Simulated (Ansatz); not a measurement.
Consider CH$_{4}$OZn.

| atom | x (Å) | y (Å) | z (Å) |
| --- | --- | --- | --- |
| Zn | 0.0215 | -0.0850 | 0.0304 |
| C | -0.0001 | -0.0042 | 1.9651 |
| H | -0.9879 | -0.2887 | 2.3613 |
| H | 0.7508 | -0.6847 | 2.3973 |
| H | 0.2265 | 1.0168 | 2.3122 |
| O | 0.0042 | -0.0243 | -1.7527 |
| H | 0.2397 | -0.8472 | -2.1992 |

All numbers below come from Ansatz 0.2.0, RKS B3LYP-D4/def2-SVP.

Predict the electron density and electron localisation function between the atoms.

Answer. Zn–O (1.78 Å): ρ is about 0.83 e/Å³ halfway; the ELF peaks at about 0.85 in the valence shell of O, 0.6 Å from its nucleus, and is about 0.15 at the midpoint.
C–Zn (1.94 Å): ρ at the midpoint is about 0.75 e/Å³; the ELF peaks at about 0.90 in the valence shell of C, 0.6 Å from its nucleus, and is about 0.40 at the midpoint.
C–H (1.10 Å): ρ at the midpoint is about 1.8 e/Å³; the ELF climbs to about 1 towards the hydrogen, as it does in any bond to H: an ordinary covalent bond to hydrogen.

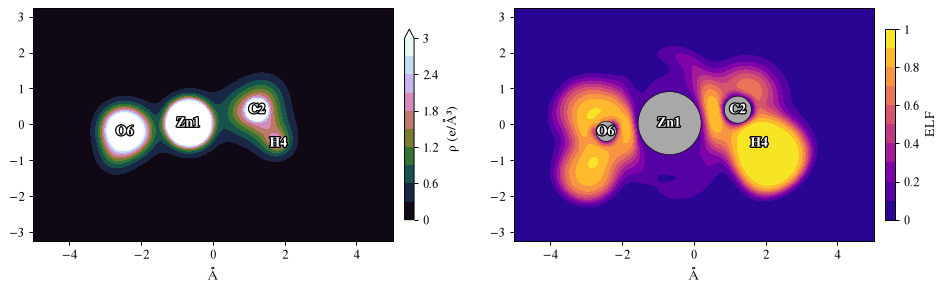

Computed electron density and electron localisation function on the plane of atoms Zn1, C2 and H4, in this order. Grey discs cover the atomic cores in the ELF map. 
